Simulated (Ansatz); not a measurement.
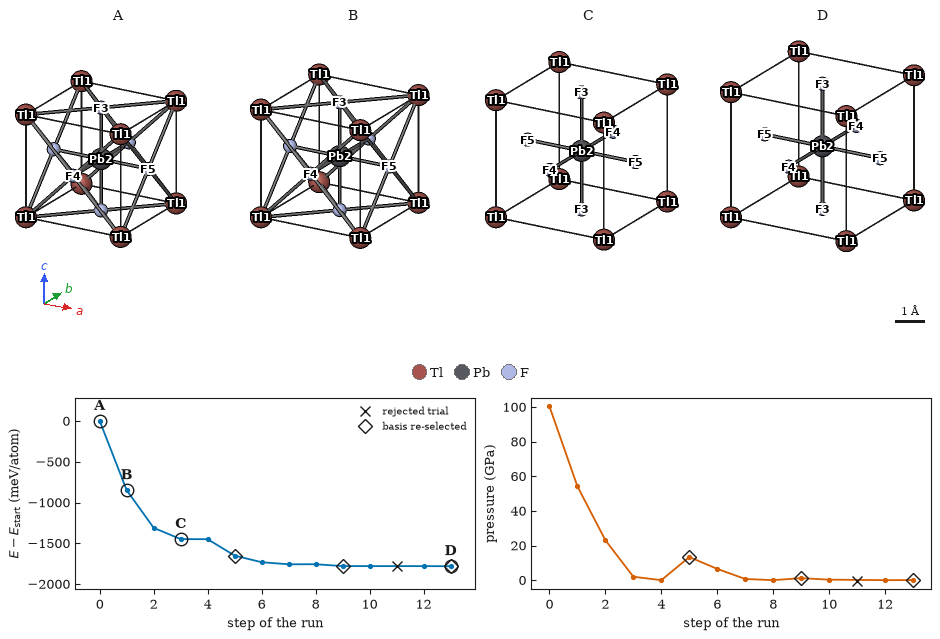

Frames of a relaxation of crystalline TlPbF3 (built on the cubic perovskite type), marked on the history of the run. The picture is a ball-and-stick view of the cell of the calculation, seen from a free direction.

Method: Ansatz 0.2.0, DFT, PBEsol, plane waves, PAW.

The input:
```yaml
crystal:
  lattice:
    - [3.9056177, 0.0, 0.0]
    - [0.0, 3.9056177, 0.0]
    - [0.0, 0.0, 3.9056177]
  atoms:
    - { symbol: Tl, position: [0.0, 0.0, 0.0] }
    - { symbol: Pb, position: [0.5, 0.5, 0.5] }
    - { symbol: F, position: [0.5, 0.5, 0.0] }
    - { symbol: F, position: [0.5, 0.0, 0.5] }
    - { symbol: F, position: [0.0, 0.5, 0.5] }
kpoints:
  mp_grid: { grid: [6, 6, 6] }
hamiltonian:
  xc: pbesol
scf:
  occupations: { method: fermi_dirac, width: 0.03 }
relax:
  f_tol: 0.01
  cell: {}
  max_steps: 120
output:
  write_density: true
  write_potential: true
  elf: true
  volumetric_format: npy
```

Launched with:
```bash
ansatz run input.yaml --threads 2 --pin off --max-ram 2211MiB --backend cpu --events-out ev --progress --plain --runs-dir out
```

### What happens along the run?

Over 9 accepted moves (13 points after the start) the energy falls by 1782 meV per atom. All forces vanish by symmetry, so only the cell relaxes. Pressure: 100.31 GPa at the start and 0.05 GPa at the end. The line search rejected the trial step at point 11 of the run. The SCF was repeated 3 times at an unchanged geometry on a basis and grid sized afresh for the cell, which shifted the energy by 202 meV per atom at most. No atom moves by more than 0.005 Å relative to the cell. The volume changes by +80.9 %, with a = b = c 3.906 → 4.759 Å (+21.9 %). Among the contacts that change: Tl1–F3 2.762 → 3.365 Å, Pb2–F3 1.953 → 2.380 Å. The space group stays Pm-3m (No. 221). From step 0 to 1: volume +15.3 %, energy −850 meV per atom. From step 1 to 3: volume +28.5 %, energy −599 meV per atom. From step 3 to 13: volume +22.1 %, energy −333 meV per atom.
